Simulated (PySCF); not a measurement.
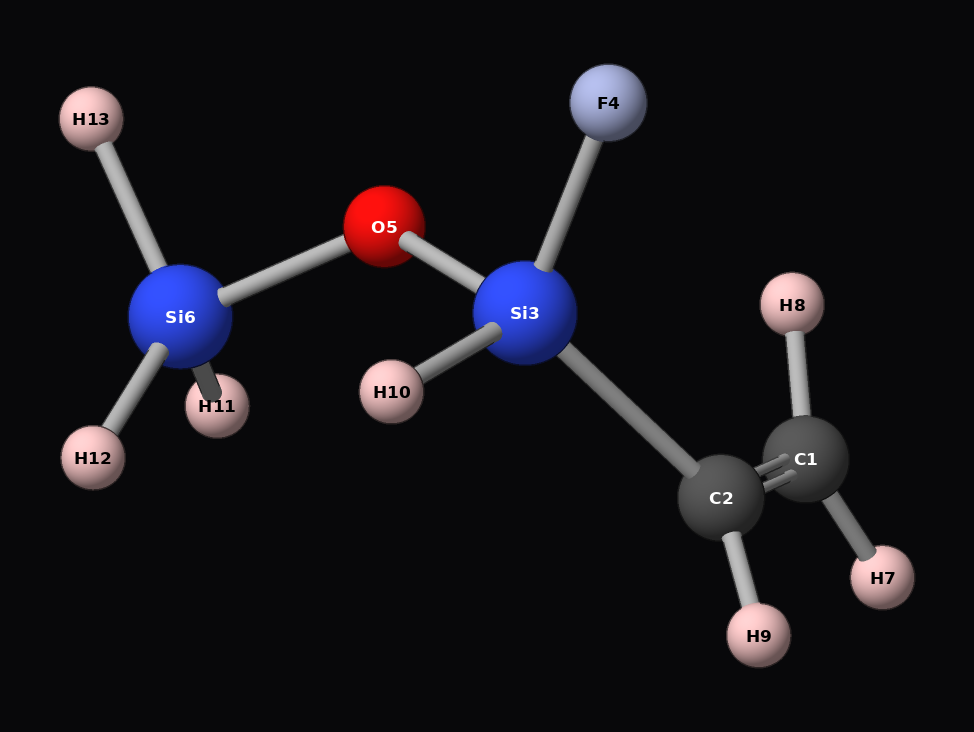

The questions are on isotropic NMR shieldings of the Si atoms. Geometry: a frame of a GFN2-xTB molecular-dynamics simulation, not a minimum. Properties computed with GIAO PBE0/pcSseg-1 NMR shielding, non-relativistic, gas phase (PySCF 2.14.0).

List the isotropic NMR shieldings of the Si atoms.

| atom | σ (ppm) |
| --- | --- |
| Si3 | 380.3 |
| Si6 | 394.7 |
